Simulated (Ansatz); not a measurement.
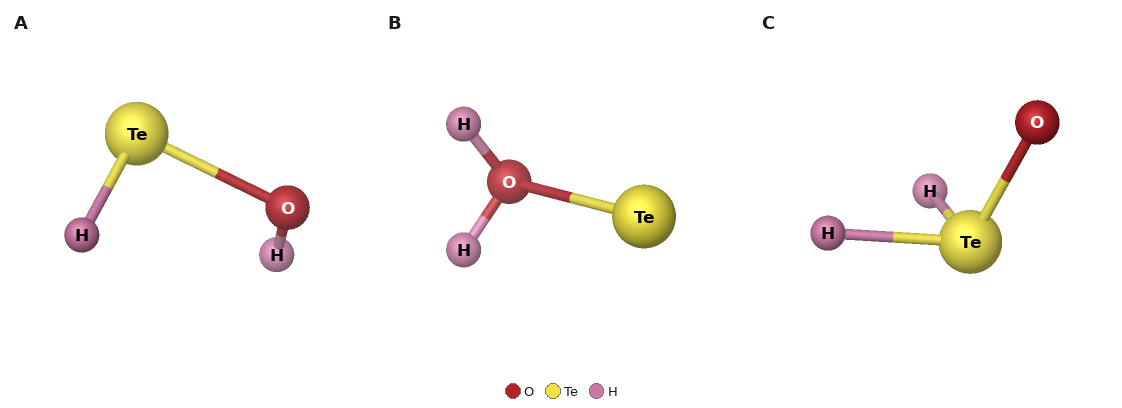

3 stationary structures of one formula. Geometries: PBE-D4/def2-SVP. Electronic energies: PBE-D4/def2-SVP (Ansatz 0.2.0), without zero-point energy. No frequency run is at hand to confirm each as a minimum.

Which structure is the most stable?

A is lowest (C1); B lies 0.587 eV above it, C lies 1.712 eV above it (Cs).
